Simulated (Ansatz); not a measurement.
# Surface energy of Ru(102) slab (three-index Miller notation) (32 atoms)

What is the surface energy of this cell, counted against the bulk crystal, and how far does it hang on functional and mesh?

Calculated with Ansatz 0.2.0: Kohn-Sham DFT, PBE, PAW (set soft_2), plane waves; cutoff 420 eV, fermi-dirac smearing of 0.1 eV. Cutoffs: 420 eV for PBE and PBEsol; 500 eV for r2SCAN.

**The cells**

The cell holds 32 atoms: 32 Ru. Its edges and angles: a = 6.914 Å, b = 5.430 Å, c = 26.606 Å, α = 90.0°, β = 90.0°, γ = 66.9°. It derives from Ru. The starting structure: Slab of Ru cut on (1 0 2), 11.6 Å thick, 1 x 2 surface cells, both faces free, 15 Å of vacuum; not relaxed. Lattice constants are starting values near those of PBE. Vacuum lies along c.

The bulk reference is Ru2 in a cell of 2 atoms, 13.661 Å³ an atom.

The input of the single point on the relaxed cell:

```yaml
crystal:
  lattice:
    - [6.91399, 0.0, 0.0]
    - [2.13226, 4.99383, 0.0]
    - [0.0, 0.0, 26.606]
  atoms:
    - { symbol: Ru, position: [0.54727, 0.22643, 0.28504] }
    - { symbol: Ru, position: [0.13837, 0.43089, 0.3051] }
    - { symbol: Ru, position: [0.81649, 0.34168, 0.33861] }
    - { symbol: Ru, position: [0.40978, 0.04518, 0.35976] }
    [... 26 atom lines left out ...]
    - { symbol: Ru, position: [0.46092, 0.51947, 0.6949] }
    - { symbol: Ru, position: [0.05202, 0.72392, 0.71496] }
kpoints:
  mp_grid: { grid: [6, 7, 1] }
hamiltonian:
  xc: pbe
scf:
  occupations: { method: fermi_dirac, width: 0.1 }
output:
  forces: true
  populations: true
  dos:
    method: { smearing: { sigma: 0.08 } }
    de: 0.1
    projected: { site_lists: { Ru: [Ru] } }
  eigenvalues: true
  write_density: true
  write_potential: true
  volumetric_format: npy
```

| cell | formula | k-mesh | relaxation steps | gain on relaxing (eV) | free energy, PBE (eV) | time of its runs on this page |
| --- | --- | --- | --- | --- | --- | --- |
| Ru(102) slab (three-index Miller notation) | Ru32 | 6×7×1 (relaxed on 4×5×1) | 5 | 0.64 | -188104.979 | 71 s |
| bulk Ru | Ru2 | 23×23×13 | - | - | -11757.403 | 29 s |

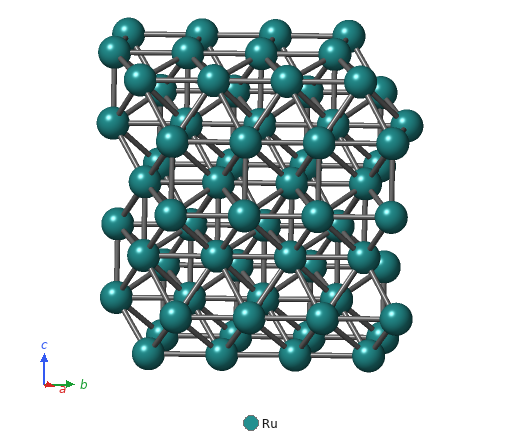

The relaxed cell. 1×2×1 cells are drawn. Some periodic images of atoms are drawn too.

**Surface energy**

The excess is the cell's free energy less 16 times that of the bulk cell. It is divided by twice the area, as the cell holds two faces, so the value is their mean, and they need not be alike (34.53 Å²), with 1 eV/Å² = 16.022 J/m².

```
           level  k-mesh  excess (eV)  surface energy (J/m²)  per area (meV/Å²)
             PBE   6×7×1       13.474                  3.126              195.1
PBE, denser mesh   7×9×1       13.458                  3.123              194.9
          r2SCAN   6×7×1       14.601                  3.388              211.4
          PBEsol   6×7×1       15.544                  3.607              225.1
```

Worked for the first row at PBE: (-188104.979) − 16 × (-11757.403) = 13.474 eV (from unrounded energies).

Then 13.474 / (2 × 34.53) × 16.022 = 3.126 J/m².

**Neighbours**

Bonds by pair of elements; cutoffs follow the first minimum of g(r), held within bounds set by covalent radii, and pairs that aren't listed don't count as bonded:

| pair A-B | cutoff (Å) | bonds | mean length (Å) | spread (Å) | shortest (Å) | B about A | A about B |
| --- | --- | --- | --- | --- | --- | --- | --- |
| Ru-Ru | 3.12 | 172 | 2.67 | 0.054 | 2.56 | 10.8 | 10.8 |

How many atoms have how many bonded neighbours:

```csv
element,mean,7,8,11,12
Ru,10.8,4,4,4,20
```

**Findings**

At PBE the surface energy is 3.13 J/m². At the same geometries the levels give 3.13 (PBE) to 3.61 J/m² (PBEsol) and the denser mesh leaves it within 0.01 J/m². Relaxing the atoms lowered it by 0.147 J/m² from the start (on the 4×5×1 mesh of the relaxation), and the farthest atom moved 0.09 Å. By these cutoffs 12 of 32 Ru atoms differ from the commonest count of 12.

Limits: The cell edges were held, so the lattice is the typed one for every functional. Cell and bulk are sampled on unlike meshes, and the error grows with the number of atoms subtracted. These are free energies under a smearing of 0.1 eV, whose entropy term isn't removed. In some runs the program notes that positions were snapped to a detected symmetry and the exchange-correlation potential is rough where the density is thin.

[Logs are printed without paths, hosts, clocks, repeated set-up lines and the standing remarks that a program may print on its own settings, such as how far it seeks lower states.]

[Hosts, paths, dates, database ids (printed as entryN), source tags and the programs' standing remarks are cut or masked in the printed files.]
